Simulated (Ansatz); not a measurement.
```xyz
10

C    -0.3171   -1.8076    0.4721
S     1.2478   -0.9696    0.0270
S     0.9864    0.9353    0.8059
C     0.1178    1.8106   -0.5464
H    -0.2142   -2.8544    0.1191
H    -0.4674   -1.8047    1.5687
H    -1.1856   -1.3430   -0.0345
H     0.7211    1.7990   -1.4743
H    -0.8834    1.3761   -0.7351
H    -0.0054    2.8583   -0.2024
```

Geometry: PBE-D4/def2-SVP.

Method: RKS PBE0-D4/def2-TZVP (Ansatz).

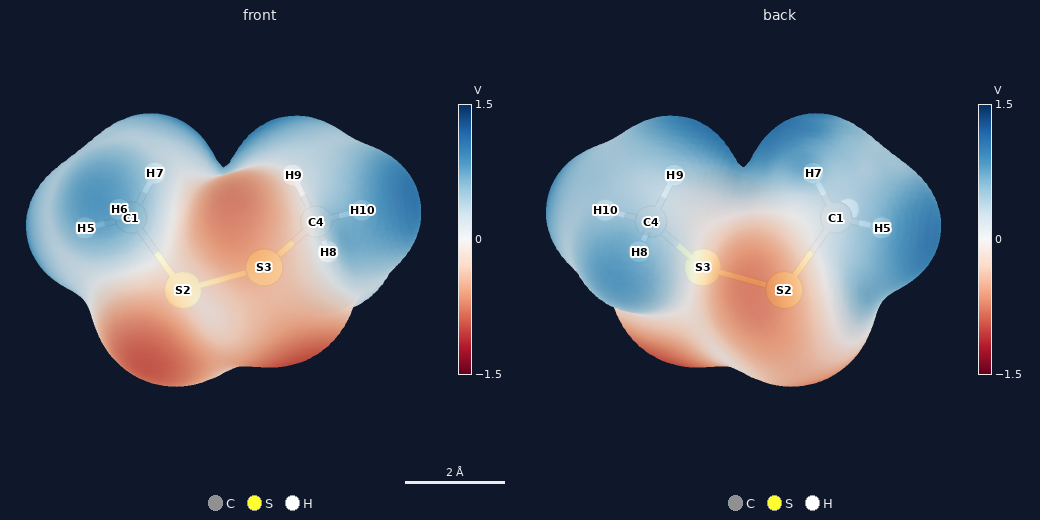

C₂H₆S₂. The molecular electrostatic potential painted on the density surface at 0.002 e/bohr³, seen from the front and from behind; red is negative and blue positive.

> Where is the surface potential most negative and most positive?

The most negative region (about −0.9 V) lies over S2 and S3, the most positive (about +1.1 V) over H5, H7, H9 and H10.
